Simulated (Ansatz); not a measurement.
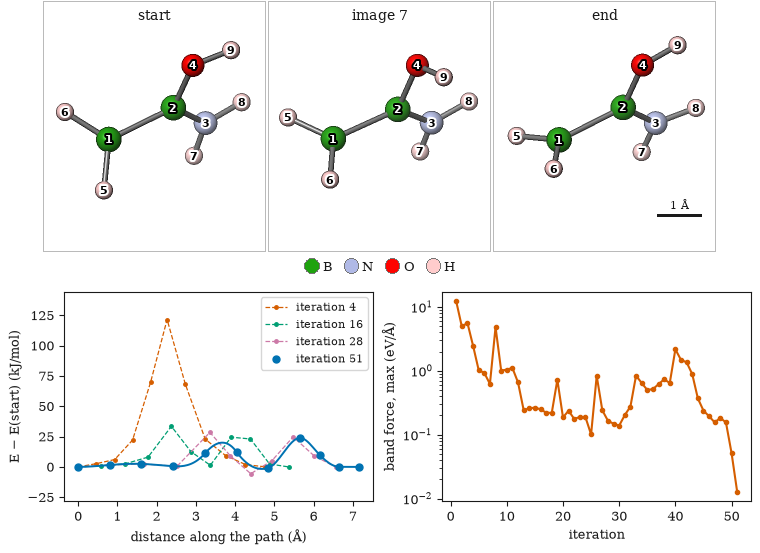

NEB run on B2NH5O. Images are numbered from 0 (start) to 10 (end). The plot follows the band through its iterations. Style: ball-and-stick. Shown from a free direction.

These are results of Ansatz 0.2.0, RKS B3LYP/def2-mTZVP, not measurements. Set-up: 9 movable images; climbing image; force threshold 0.05 eV/Å; iteration limit 60; starting path through a guess of the saddle point.

**Did the band converge, and can the barrier be trusted?**

The run is converged, with reservations. The band converged in 51 iterations. The largest component of the band force went from 12 to 0.013 eV/Å. The climbing image converged on the top of the path. Its vibrational analysis gives one imaginary mode (488i cm⁻¹), as a transition state must have. The first iteration put the highest image at 448.7 kJ/mol. Relative to the start the highest point is image 7 at +23.9 kJ/mol and the end lies at 0.0 kJ/mol, but the profile dips to −0.9 kJ/mol at image 6 on the way, so the process runs in steps.

The run took 7.4 min on 2 threads of Intel(R) Xeon(R) 6975P-C (Granite Rapids) (shared host), peak memory 0.23 GiB.
